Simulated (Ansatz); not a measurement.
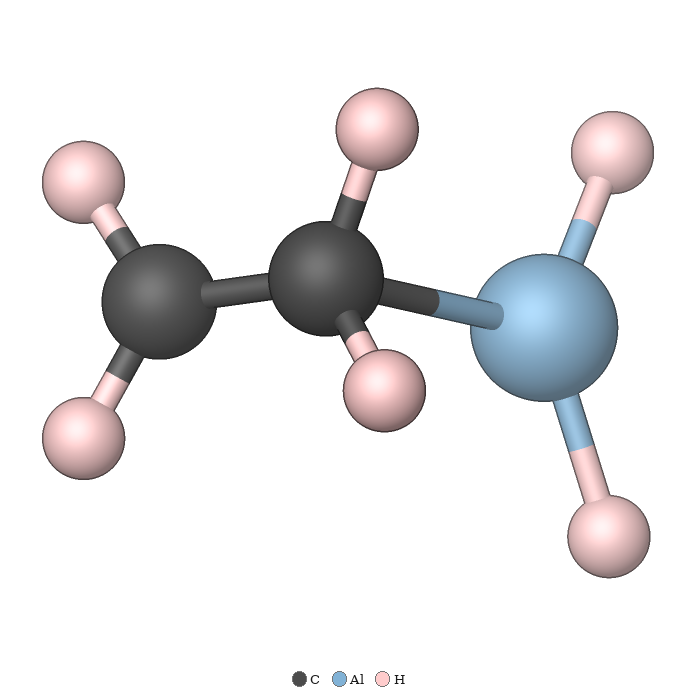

Starting geometry of the run.

The calculation was set up as follows.

```yaml
crystal:
  periodic: [false, false, false]
  atoms:
    - {symbol: C, position_ang: [-0.822900, 0.735300, -0.869200]}
    - {symbol: C, position_ang: [0.499000, 0.411100, -0.577500]}
    - {symbol: Al, position_ang: [0.309500, -0.967400, 1.231900]}
    - {symbol: H, position_ang: [-1.451200, 0.137700, -1.597100]}
    - {symbol: H, position_ang: [-1.302600, 1.676500, -0.478100]}
    - {symbol: H, position_ang: [1.161100, 1.113800, -0.021900]}
    - {symbol: H, position_ang: [1.010800, -0.406500, -1.212400]}
    - {symbol: H, position_ang: [0.202200, -2.500500, 0.932800]}
    - {symbol: H, position_ang: [0.351800, -0.219600, 2.624600]}
basis:
  gaussian: {orbitals: def2-TZVPP}
total_charge: 1
hamiltonian: {xc: r2scan, dispersion: d4}
output: {forces: true}
```

Result:

```
Functional definition: r2SCAN
  name "r2SCAN"
  cite "Furness, Kaplan, Ning, Perdew & Sun, J. Phys. Chem. Lett. 11, 8208 (2020) doi:10.1021/acs.jpclett.0c02405"
  cite "Furness, Kaplan, Ning, Perdew & Sun, J. Phys. Chem. Lett. 11, 9248 (2020) doi:10.1021/acs.jpclett.0c03077"
  parent r2scan
  parameter k0 = 0.174
  parameter k1 = 0.065
  parameter a1 = 4.9479
  exchange = r2scan_x(k0 = k0, k1 = k1, a1 = a1)
  correlation = r2scan_c
983 factors; their error is unknown
mean field evaluation 1: about -8743.7392 eV, gradient 7.6e1 eV
mean field evaluation 2: about -8678.3183 eV, gradient 1.5e2 eV
mean field evaluation 4: about -8757.0916 eV, gradient 2.4e1 eV
mean field evaluation 8: about -8758.6921 eV, gradient 2.2e-1 eV
mean field evaluation 16: about -8758.6694 eV, gradient 1.1e-3 eV
mean field -8758.66936489 eV, -321.8751623206 hartree, gradient 4.7e-5 eV, S^2 0.000000; 0 other end points of the search recorded, 0 dependent functions left out
the calculation of the forces begins
reference -8758.66937900 eV, -321.8751628388 hartree; 15, 15 occupied and 173, 173 virtual orbitals, 983 factors
Total energy: -8758.69462304 eV, -321.8760905404 hartree
Atom 0 at    -0.822900     0.735300    -0.869200 Å, force     0.587230     0.164733    -0.206624 eV/Å
Atom 1 at     0.499000     0.411100    -0.577500 Å, force    -0.530573    -0.788127    -0.770217 eV/Å
Atom 2 at     0.309500    -0.967400     1.231900 Å, force    -0.247668     0.031154     0.328970 eV/Å
Atom 3 at    -1.451200     0.137700    -1.597100 Å, force     0.874104     0.551287     1.004738 eV/Å
Atom 4 at    -1.302600     1.676500    -0.478100 Å, force     0.547863    -1.128872    -0.186355 eV/Å
Atom 5 at     1.161100     1.113800    -0.021900 Å, force    -0.555126    -0.319384    -0.393803 eV/Å
Atom 6 at     1.010800    -0.406500    -1.212400 Å, force    -0.786398     1.175364     1.000445 eV/Å
Atom 7 at     0.202200    -2.500500     0.932800 Å, force     0.051184     0.176554    -0.329744 eV/Å
Atom 8 at     0.351800    -0.219600     2.624600 Å, force     0.059384     0.137290    -0.447411 eV/Å
Dipole moment:    -0.046783     0.126321    -0.184091 e Å
```
